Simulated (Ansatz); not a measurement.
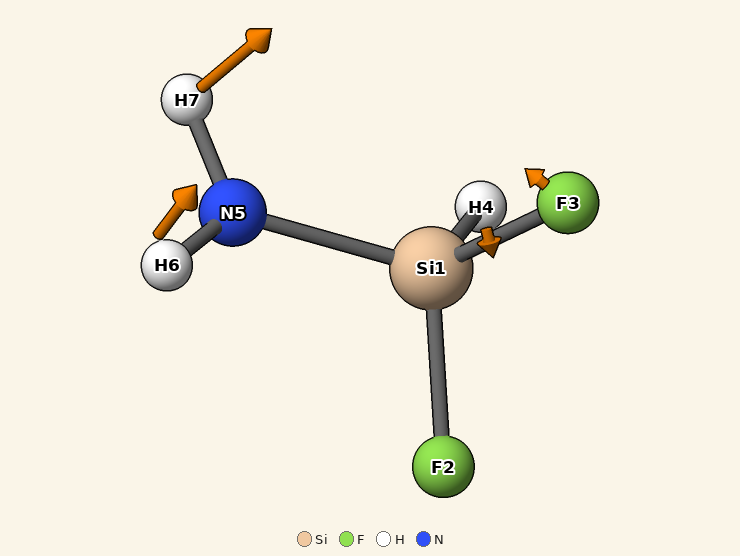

The arrows show one normal mode. Harmonic vibrations computed with RKS PBE0-D4/def2-TZVP (Ansatz 0.2.0) at a stationary point of the same level.

Estimate its harmonic wavenumber.

274 cm⁻¹; it is mode 2 of 15 counted from the lowest.
